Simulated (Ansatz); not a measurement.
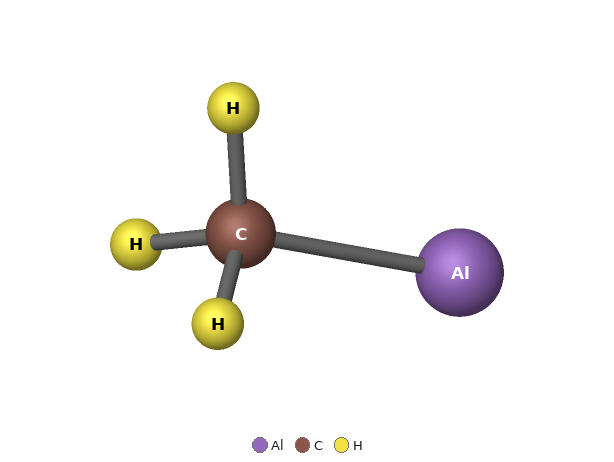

Harmonic vibrations computed with RKS PBE0-D4/def2-TZVP (Ansatz 0.2.0) at a stationary point of the same level.

Is this a minimum or a saddle point?

Answer. A minimum: no imaginary frequency, and the lowest mode lies at 443 cm⁻¹.

List the wavenumbers.

Answer. 9 modes: 443, 443, 578, 1183, 1417, 1417, 2997, 3082, 3082 cm⁻¹.
